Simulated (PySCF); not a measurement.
# SiHCl2F (SMILES F[SiH](Cl)Cl), step by step

Aim: a transition-state search (B97-K/6-31G), then a single-point energy, then the energy (B97-3/aug-pcseg-1), then the energy of SiHCl2F. Input form: a Python script.

Program for the calculation: PySCF 2.14.0.

2 further runs of the same task are left out: 2 for a faulty analytic Hessian.

### 1 The molecule

The species is SiHCl2F (5 atoms), meant as a singlet with charge 0. SMILES: `F[SiH](Cl)Cl`. The run starts from this shape.

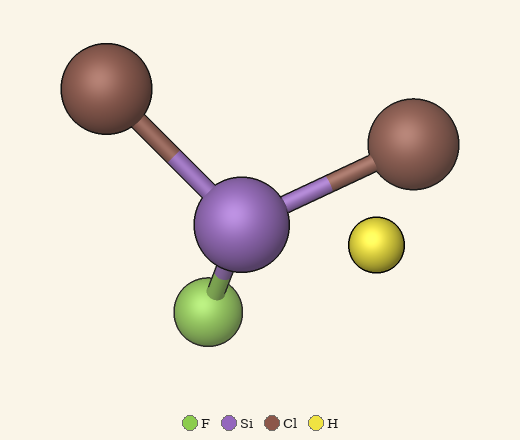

Viewed from a chosen angle; fluorine green, silicon purple, chlorine brown, hydrogen yellow.

### 2 A transition-state search at B97-K/6-31G (density fitting with aug-cc-pvtz-jkfit) (run 1)

input.py reads:

```python
from pyscf import gto, dft
from pyscf.geomopt.geometric_solver import kernel as optimise

mol = gto.M(
    atom=[
    ('F', (0.035500, -0.682700, 1.466900)),
    ('Si', (0.115700, -0.048400, 0.020800)),
    ('Cl', (-0.511900, 1.872300, 0.131500)),
    ('Cl', (-1.092800, -1.108700, -1.208300)),
    ('H', (0.645443, -0.919484, -1.414625)),
],
    max_memory=1860,
    cart=True,
    basis='6-31g',
    verbose=3,
)

myscf = dft.RKS(mol, xc='b97-k')
myscf = myscf.density_fit(auxbasis='aug-cc-pvtz-jkfit')
converged, mol_eq = optimise(myscf, maxsteps=60, transition=True, hessian=True)
print('converged:', converged)
print(mol_eq.tostring())

myscf.reset(mol_eq)
mol = mol_eq
myscf.kernel()
energy = myscf.e_tot
print('E = %.10f Eh' % energy)
```

Started as:

```console
$ OMP_NUM_THREADS=1 python input.py
```

Standard output:

```text
converged SCF energy = -1309.72962523918

[... 50 lines left out ...]
converged SCF energy = -1309.72962523918
[... 20 lines left out ...]
Zero-point vibrational energy:                                    6.8781 kcal/mol
[... 42 lines left out ...]
converged SCF energy = -1309.73816060093
[... 87 lines left out ...]
converged SCF energy = -1309.7608231947
[... 87 lines left out ...]
converged SCF energy = -1309.77509434685
[... 87 lines left out ...]
converged SCF energy = -1309.77808503203
[... 78 lines left out ...]
Converged! =D
[... 1 line left out ...]
converged: True
F          -0.01512950       -0.63129364        1.58609046
Si          0.28323207        0.02002782        0.05945999
Cl         -0.50758500        2.03100362        0.11874265
Cl         -1.35055883       -1.34666351       -1.49222362
H           0.33447971       -0.93665771       -1.24100366
converged SCF energy = -1309.77810323323
E = -1309.7781032332 Eh
```

Wall time 1.9 min (1 thread of Arm Neoverse V2, shared host); peak memory 0.74 GiB.

Steps, from the record of the run:

```csv
step,energy from the first frame kept (eV),largest force (eV/Å)
0,0.0000,7.4299
1,-0.1025,6.9375
2,-0.2323,6.2733
3,-0.3868,5.3872
4,-0.5595,4.2334
5,-0.7143,3.1013
6,-0.8489,2.2471
7,-0.9672,1.7187
8,-1.0778,1.3317
9,-1.1764,0.9794
10,-1.2373,0.7383
11,-1.2766,0.5350
12,-1.3022,0.3343
13,-1.3151,0.1632
14,-1.3187,0.1079
15,-1.3191,0.0166
16,-1.3192,0.0064
17,-1.3192,0.0048
```

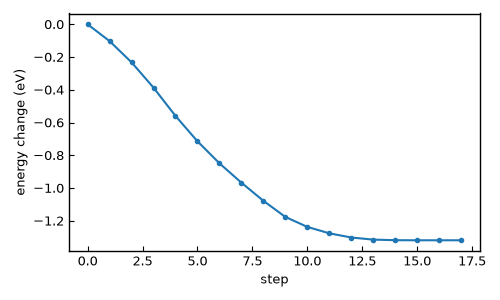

Energy along the run.

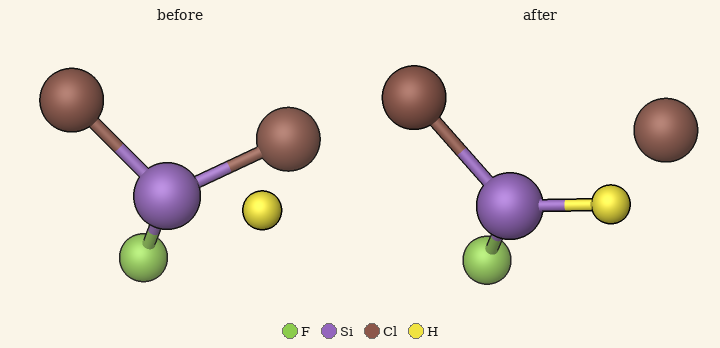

Before and after, at one scale.

After the run. Bond lengths: F1–Si2 1.686 Å, Si2–Cl3 2.162 Å, Si2–H5 1.615 Å. Angles: F1–Si2–Cl3 105.6°, F1–Si2–H5 120.4°, Cl3–Si2–H5 125.8°. A long bond or contact: Si2–Cl4 2.635 Å.

### 3 The energy at B97-K/6-31G (density fitting with aug-cc-pvtz-jkfit) (run 4)

run.py reads:

```python
# F[SiH](Cl)Cl
from pyscf import gto, dft

mol = gto.Mole()
mol.atom = [
    ('F', (0.035500, -0.682700, 1.466900)),
    ('Si', (0.115700, -0.048400, 0.020800)),
    ('Cl', (-0.511900, 1.872300, 0.131500)),
    ('Cl', (-1.092800, -1.108700, -1.208300)),
    ('H', (1.503300, -0.106100, -0.452400)),
]
mol.basis = '6-31g'
mol.charge = 0
mol.verbose = 3
mol.cart = True
mol.spin = 0
mol.max_memory = 1860
mol.build()

calc0 = dft.RKS(mol)
calc0.xc = 'b97-k'
calc0 = calc0.density_fit(auxbasis='aug-cc-pvtz-jkfit')
calc0.kernel()

e_tot = calc0.e_tot
print('Final energy', e_tot)
```

Started as:

```console
$ OMP_NUM_THREADS=1 python run.py
```

Standard output:

```text
converged SCF energy = -1309.85531846215
Final energy -1309.8553184621514
```

It took 3.6 s on 1 thread of Arm Neoverse V2, shared host; peak memory 0.28 GiB.

### 4 A single-point energy at B97-3/aug-pcseg-1 (density fitting with def2-universal-jkfit) (run 5)

job.py reads:

```python
from pyscf import gto, dft

mol = gto.M(
    atom='''
F     -0.015130    -0.631294     1.586090
Si     0.283232     0.020028     0.059460
Cl    -0.507585     2.031004     0.118743
Cl    -1.350559    -1.346664    -1.492224
H      0.334480    -0.936658    -1.241004
''',
    verbose=3,
    basis='aug-pcseg-1',
    charge=0,
    max_memory=1860,
    spin=0,
)

mf = dft.RKS(mol, xc='b97-3')
mf = mf.density_fit(auxbasis='def2-universal-jkfit')
mf.kernel()

e_tot = mf.e_tot
print('E = %.10f Eh' % e_tot)
dip = mf.dip_moment()
pop, q = mf.mulliken_pop()
```

Started as:

```console
$ OMP_NUM_THREADS=1 python job.py
```

Standard output:

```text
converged SCF energy = -1310.14278440891
[... 1 line left out ...]
Dipole moment(X, Y, Z, Debye):  2.34254,  0.88033,  0.03955
[... 119 lines left out ...]
charge of    4H =      0.18368
```

Wall time 9.9 s (1 thread of Arm Neoverse V2, shared host); peak memory 0.47 GiB.

### 5 The energy at B97-3/aug-pcseg-1 (density fitting with def2-universal-jkfit) (run 6)

run.py reads:

```python
from pyscf import gto, dft

molecule = gto.Mole()
molecule.atom = '''
F    0.035500  -0.682700   1.466900
Si   0.115700  -0.048400   0.020800
Cl  -0.511900   1.872300   0.131500
Cl  -1.092800  -1.108700  -1.208300
H    1.503300  -0.106100  -0.452400
'''
molecule.symmetry = True
molecule.verbose = 3
molecule.max_memory = 1860
molecule.charge = 0
molecule.basis = 'aug-pcseg-1'
molecule.build()

mf = dft.RKS(molecule, xc='b97-3')
mf = mf.density_fit(auxbasis='def2-universal-jkfit')
mf.kernel()

energy = mf.e_tot
print('Final energy', energy)
dip = mf.dip_moment()
pop, q = mf.mulliken_pop()
```

Started as:

```console
$ OMP_NUM_THREADS=1 python run.py
```

Standard output:

```text
converged SCF energy = -1310.26190744347
Final energy -1310.2619074434701
Dipole moment(X, Y, Z, Debye):  0.86914,  0.11018, -0.62165
[... 119 lines left out ...]
charge of    4H =     -0.08394
```

It took 9 s on 1 thread of Arm Neoverse V2, shared host; peak memory 0.46 GiB.

### 6 Summary of results

```
                                   quantity           value
run 1, B97-K/6-31G: total energy at the end  -1309.77810 Eh
          run 1, B97-K/6-31G: dipole moment          3.35 D
            run 1, B97-K/6-31G: HOMO energy        -8.99 eV
            run 1, B97-K/6-31G: LUMO energy        -3.07 eV
          run 1, B97-K/6-31G: HOMO–LUMO gap         5.92 eV
           run 4, B97-K/6-31G: total energy  -1309.85532 Eh
          run 4, B97-K/6-31G: dipole moment          1.98 D
            run 4, B97-K/6-31G: HOMO energy       -10.66 eV
            run 4, B97-K/6-31G: LUMO energy         0.42 eV
          run 4, B97-K/6-31G: HOMO–LUMO gap        11.08 eV
     run 5, B97-3/aug-pcseg-1: total energy  -1310.14278 Eh
    run 5, B97-3/aug-pcseg-1: dipole moment          2.50 D
      run 5, B97-3/aug-pcseg-1: HOMO energy        -8.34 eV
      run 5, B97-3/aug-pcseg-1: LUMO energy        -3.32 eV
    run 5, B97-3/aug-pcseg-1: HOMO–LUMO gap         5.02 eV
     run 6, B97-3/aug-pcseg-1: total energy  -1310.26191 Eh
    run 6, B97-3/aug-pcseg-1: dipole moment          1.07 D
      run 6, B97-3/aug-pcseg-1: HOMO energy        -9.75 eV
      run 6, B97-3/aug-pcseg-1: LUMO energy         0.01 eV
    run 6, B97-3/aug-pcseg-1: HOMO–LUMO gap         9.75 eV
```

Mulliken charges (run 1, B97-K/6-31G) run from -0.43 on F1 to +1.00 on Si2; they depend strongly on the basis. Mulliken charges (run 4, B97-K/6-31G) run from -0.44 on F1 to +1.02 on Si2. Mulliken charges (run 6, B97-3/aug-pcseg-1) run from -0.59 on Cl4 to +1.75 on Si2; in a basis this large or diffuse they mean little.
